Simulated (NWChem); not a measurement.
# CH3BF3Ge+ (SMILES [CH3][Ge+]([F])[B](F)F): levels of theory compared

We compute a comparison of 6 runs (HF/def2-SVP, PBE0/def2-SVP, B3LYP/6-31G*, TPSSh/def2-SVP, MP2/6-31G*, MP2/6-31G**) of CH3BF3Ge+. 

Program for the calculation: NWChem 7.3.0.

2 further runs of the same task are left out: 2 set aside as unsound or not needed.

### Step 1. Starting point

CH3BF3Ge+: 9 atoms, total charge +1, spin state singlet. As SMILES, `[CH3][Ge+]([F])[B](F)F`. The shape comes from GFN2-xTB, which is rough for such elements, and wasn't checked as a minimum.

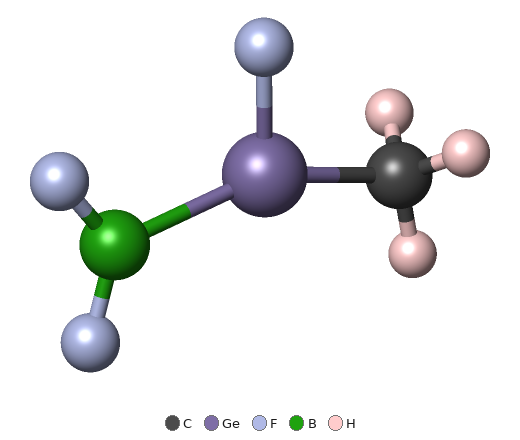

Viewed from a chosen angle; carbon dark grey, germanium purple, fluorine light blue, boron green, hydrogen pink.

### Step 2. Energy and forces at HF/def2-SVP (run 1)

File ch3bf3ge.nw:

```
start ch3bf3ge
memory 2900 mb
charge 1

geometry units angstrom noautosym nocenter noautoz
   C    -1.827570   -0.232630   -0.019740
   Ge    0.127990    0.202360   -0.000590
   F     0.165210    1.931220   -0.020140
   B     2.303130   -0.280720    0.029180
   F     3.084040    0.724700    0.087070
   F     2.676590   -1.500590   -0.012720
   H    -2.003290   -1.308940   -0.075000
   H    -2.263930    0.280640   -0.885140
   H    -2.262170    0.183950    0.897070
end

basis spherical bse
   * library def2-SVP
end

scf
   singlet
   rhf
   thresh 1e-08
   maxiter 80
end

task scf gradient
```

Launch:

```
nwchem ch3bf3ge.nw > ch3bf3ge.out
```

Output:

```text
[...]
  functions       =   117
[...]
  wavefunction    = RHF
[...]
         Total SCF energy =  -2437.288879691164
      One-electron energy =  -4240.850409725446
      Two-electron energy =   1372.445440355764
 Nuclear repulsion energy =    431.116089678518
        Time for solution =     49.3s
[...]
                         RHF ENERGY GRADIENTS
    atom               coordinates                        gradient
                 x          y          z           x          y          z
   1 C      -3.453607  -0.439607  -0.037303   -0.017564   0.005365  -0.000130
   2 Ge      0.241866   0.382405  -0.001115    0.010824  -0.030307   0.000533
   3 F       0.312202   3.649477  -0.038059   -0.000291   0.023805  -0.000286
   4 B       4.352285  -0.530484   0.055142    0.006492   0.003000  -0.000152
   5 F       5.827991   1.369484   0.164538    0.006851   0.000493   0.000176
   6 F       5.058022  -2.835704  -0.024037    0.003453  -0.000158   0.000134
   7 H      -3.785669  -2.473538  -0.141729   -0.000647  -0.003237  -0.000211
   8 H      -4.278207   0.530333  -1.672672   -0.004726   0.000636  -0.002187
   9 H      -4.274881   0.347615   1.695216   -0.004392   0.000404   0.002124
[...]
```

Wall time 70 s (1 thread of Intel Xeon Platinum 8488C (Sapphire Rapids), shared host); peak memory 0.1 GiB.

### Step 3. Energy and forces at PBE0/def2-SVP (run 2)

File run.xyz:

```xyz
9
CH3BF3Ge gradient
C     -1.827570    -0.232630    -0.019740
Ge     0.127990     0.202360    -0.000590
F      0.165210     1.931220    -0.020140
B      2.303130    -0.280720     0.029180
F      3.084040     0.724700     0.087070
F      2.676590    -1.500590    -0.012720
H     -2.003290    -1.308940    -0.075000
H     -2.263930     0.280640    -0.885140
H     -2.262170     0.183950     0.897070
```

File run.py:

```python
from ase.io import read
from ase.calculators.nwchem import NWChem

mol = read('run.xyz')

calc = NWChem(
    label='run',
    theory='dft',
    memory='2900 mb',
    basis='def2-SVP',
    basispar='spherical bse',
    charge=1,
    dft={'xc': 'pbe0', 'mult': '1', 'grid': 'fine', 'convergence': 'energy 1e-08', 'iterations': '100', 'mulliken': None, 'print': 'low'},
)
mol.calc = calc

forces = mol.get_forces()
print(f"energy = {mol.get_potential_energy():.6f} eV")
print("forces (eV/A):")
for s, f in zip(mol.symbols, forces):
    print(f"{s:2s} {f[0]:10.5f} {f[1]:10.5f} {f[2]:10.5f}")
```

Launch:

```
export ASE_NWCHEM_COMMAND="nwchem PREFIX.nwi > PREFIX.nwo"
python run.py
```

Output:

```text
energy = -66394.731626 eV
forces (eV/A):
C     1.26519   -0.13930   -0.00216
Ge   -0.68726    0.76876   -0.01733
F     0.03420   -0.60344    0.00787
B    -0.76783   -0.07446   -0.00201
F     0.03826    0.58827    0.02350
F    -0.06361   -0.62308   -0.02962
H     0.02170   -0.22837   -0.00684
H     0.08551    0.16774   -0.19504
H     0.07384    0.14388    0.22168
```

The calculator wrote run.nwi:

```
title "run"

permanent_dir run

scratch_dir run

start run

geometry units angstrom nocenter noautosym noautoz
  C  -1.8275699999999999e+00 -2.3263000000000000e-01 -1.9740000000000001e-02
  Ge 1.2798999999999999e-01 2.0236000000000001e-01 -5.9000000000000003e-04
  F  1.6521000000000000e-01 1.9312199999999999e+00 -2.0140000000000002e-02
  B  2.3031299999999999e+00 -2.8072000000000003e-01 2.9180000000000001e-02
  F  3.0840399999999999e+00 7.2470000000000001e-01 8.7069999999999995e-02
  F  2.6765900000000000e+00 -1.5005900000000001e+00 -1.2720000000000000e-02
  H  -2.0032899999999998e+00 -1.3089400000000000e+00 -7.4999999999999997e-02
  H  -2.2639300000000002e+00 2.8064000000000000e-01 -8.8514000000000004e-01
  H  -2.2621699999999998e+00 1.8395000000000000e-01 8.9707000000000003e-01
end

charge 1

memory 2900 mb

basis spherical bse noprint
   * library def2-SVP
end

dft
  xc pbe0
  mult 1
  grid fine
  convergence energy 1e-08
  iterations 100
  mulliken
  print low
end

task dft gradient
```

run.nwo:

```text
Northwest Computational Chemistry Package (NWChem) 7.3.0
             --------------------------------------------------------

           Job information
           ---------------

    nwchem branch   = 7.3.0
    use scalapack   = T
    input           = run.nwi
    prefix          = run.
    data base       = run/run.db
    status          = startup
    nproc           =        1

           Memory information
           ------------------

    heap     =     95027194 doubles =      725.0 Mbytes
    stack    =     95027199 doubles =      725.0 Mbytes
    global   =    190054400 doubles =     1450.0 Mbytes (distinct from heap & stack)
    total    =    380108793 doubles =     2900.0 Mbytes
    verify   = yes
    hardfail = no

           Directory information
           ---------------------

  0 permanent = run
  0 scratch   = run

                                NWChem Input Module
                                -------------------

                                        run
                                        ---

[... 27 lines left out ...]
            Nuclear Dipole moment (a.u.)
[... 75 lines left out ...]
   convergence    iter        energy       DeltaE   RMS-Dens  Diis-err    time
[... 14 lines left out ...]
         Total DFT energy =    -2439.961403171587
      One electron energy =    -4240.604608171277
           Coulomb energy =     1489.692486120116
    Exchange-Corr. energy =     -120.165370798944
 Nuclear repulsion energy =      431.116089678518
[... 17 lines left out ...]
     -------------------------------------------
      Total Density - Lowdin Population Analysis
     -------------------------------------------

    Atom       Charge   Shell Charges
 -----------   ------   -------------------------------------------------------
    1 C    6     6.16   1.97  0.59  0.34  1.83  1.38  0.04
    2 Ge  32    31.15   2.00  2.00  1.95  0.89  0.38  5.99  5.80  1.13  0.65  7.82  2.04  0.51
    3 F    9     9.14   1.98  1.03  0.77  3.18  2.19  0.01
[... 5 lines of this table left out ...]
    9 H    1     0.91   0.60  0.23  0.07

                         DFT ENERGY GRADIENTS

    atom               coordinates                        gradient
                 x          y          z           x          y          z
   1 C      -3.453607  -0.439607  -0.037303   -0.024604   0.002709   0.000042
   2 Ge      0.241866   0.382405  -0.001115    0.013365  -0.014950   0.000337
   3 F       0.312202   3.649477  -0.038059   -0.000665   0.011735  -0.000153
[... 5 lines of this table left out ...]
   9 H      -4.274881   0.347615   1.695216   -0.001436  -0.002798  -0.004311

 Task  times  cpu:       54.9s     wall:       54.9s
 Total times  cpu:       55.0s     wall:       55.0s
```

It took 56 s on 1 thread of Intel Xeon Platinum 8488C (Sapphire Rapids), shared host; peak memory 0.13 GiB.

Runs 3 to 5 aren't shown in full; the table further down has their settings and results.

### Step 4. Energy and forces at MP2/6-31G(d,p) (spherical functions) (run 6)

File struct.nw:

```
START struct
TITLE "CH3BF3Ge gradient"
memory 2900 mb
charge 1

GEOMETRY noautosym nocenter noautoz
  C       -1.827570      -0.232630      -0.019740
  Ge       0.127990       0.202360      -0.000590
  F        0.165210       1.931220      -0.020140
  B        2.303130      -0.280720       0.029180
  F        3.084040       0.724700       0.087070
  F        2.676590      -1.500590      -0.012720
  H       -2.003290      -1.308940      -0.075000
  H       -2.263930       0.280640      -0.885140
  H       -2.262170       0.183950       0.897070
END

BASIS spherical bse
  C library 6-31G**
  Ge library 6-31G**
  F library 6-31G**
  B library 6-31G**
  H library 6-31G**
END

SCF
  thresh 1e-08
  maxiter 80
  print medium
END

MP2
  freeze core 14
  tight
END

TASK mp2 gradient
```

Launch:

```
nwchem struct.nw > struct.out
```

Output:

```text
[...]
  functions       =   117
[...]
  wavefunction    = RHF
[...]
         Total SCF energy =  -2437.557010989733
      One-electron energy =  -4240.917521907013
      Two-electron energy =   1372.244421238762
 Nuclear repulsion energy =    431.116089678518
        Time for solution =     66.5s
[...]
          Total MP2 energy         -2438.520496844136
[...]
                         mp2 ENERGY GRADIENTS
    atom               coordinates                        gradient
                 x          y          z           x          y          z
   1 C      -3.453607  -0.439607  -0.037303   -0.016128   0.004098  -0.000024
   2 Ge      0.241866   0.382405  -0.001115    0.012598  -0.015198   0.000351
   3 F       0.312202   3.649477  -0.038059   -0.000436   0.009556  -0.000159
   4 B       4.352285  -0.530484   0.055142    0.028293   0.001185   0.000236
   5 F       5.827991   1.369484   0.164538   -0.010172  -0.027156  -0.001297
   6 F       5.058022  -2.835704  -0.024037   -0.002349   0.029471   0.001217
   7 H      -3.785669  -2.473538  -0.141729   -0.001704  -0.003418  -0.000237
   8 H      -4.278207   0.530333  -1.672672   -0.005157   0.000897  -0.002391
   9 H      -4.274881   0.347615   1.695216   -0.004945   0.000564   0.002302
[...]
```

Wall time 3 min (1 thread of Intel Xeon Platinum 8488C (Sapphire Rapids), shared host); peak memory 0.72 GiB.

### Step 5. The series

```csv
run,level,iteration cap,module,energy (Eh),HOMO energy (eV),LUMO energy (eV),HOMO–LUMO gap (eV),wall time
1,HF/def2-SVP,80,scf,-2437.288880,-17.93,-5.94,11.99,70 s
2,PBE0/def2-SVP,100,dft,-2439.961403,–,–,–,56 s
3,B3LYP/6-31G* (spherical functions),100,dft,-2440.887914,-14.35,-9.17,5.19,67 s
4,TPSSh/def2-SVP,100,dft,-2440.556377,–,–,–,77 s
5,MP2/6-31G* (spherical functions),80,mp2,-2438.497237,-17.77,-5.79,11.99,2.5 min
6,MP2/6-31G** (spherical functions),80,mp2,-2438.520497,-17.76,-5.78,11.98,3 min
```

### Step 6. What came out

```
                                           quantity           value
                                run 6: total energy  -2438.52050 Eh
         run 6: HOMO energy (Hartree–Fock orbitals)       -17.76 eV
         run 6: LUMO energy (Hartree–Fock orbitals)        -5.78 eV
       run 6: HOMO–LUMO gap (Hartree–Fock orbitals)        11.98 eV
run 6: correlation energy (14 core orbitals frozen)      -963.5 mEh
                    run 6: largest force on an atom      1.522 eV/Å
```

What this shows: Totals of different functionals can't be ranked against each other. All runs together took 10 min, the longest 3 min.
